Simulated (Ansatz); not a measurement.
A substitution series on Si: Cl to Br

On one Si centre, n of the Cl ligands are replaced by Br. The atomisation energy (no zero-point term) y in kJ/mol at CCSD(T)/def2-TZVPP. Shapes, held fixed at every level: PBE0-D4/def2-TZVP. Programs: Ansatz 0.2.0.

| molecule | n | y (kJ/mol) |
| --- | --- | --- |
| SiCl4 | 0 | 1546 |
| SiBrCl3 | 1 | 1488 |
| SiBr3Cl | 3 | ? |
| SiBr4 | 4 | 1318 |

Fit y = c + s·n to the known rows and predict SiBr3Cl.


1. Means of the 3 rows: n = 1.66667, y = 1450.7.
2. Σ(Δn)² = 8.6667, Σ(Δn·Δy) = -493.33, so the slope is -493.33/8.6667 = -56.922.
3. Intercept: 1450.7 − (-56.922) × 1.66667 = 1545.6. The largest residual of the fit is 0.7.
4. SiBr3Cl: 1545.6 + (-56.922) × 3 = 1375 kJ/mol.

The run gave 1374 kJ/mol, so the prediction is off by +1 kJ/mol, at the rounding of the table. The steps are nearly additive. The slope is the difference between a Si–Br and a Si–Cl bond. Other levels give for SiBr3Cl: PBE0-D4/def2-TZVPP 1446; r2SCAN0-D4/def2-TZVPP 1431; MP2/def2-SVP 1344 kJ/mol. Spin-orbit coupling of the free atoms (Cl 4, Br 15 kJ/mol each; the atoms kept shift only the intercept) is left out. Relativity is left out for Br unless named. Correlated rows may include outer-core shells of Br, which these sets cover unevenly.

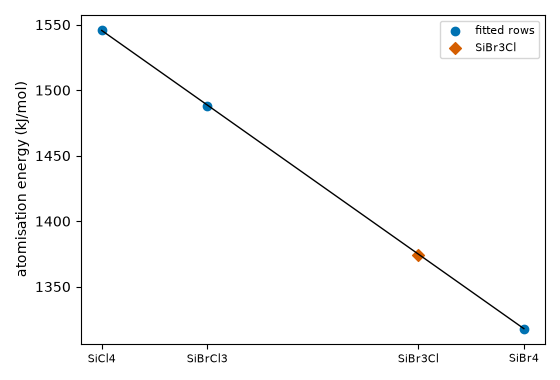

The fitted line, with the withheld member.
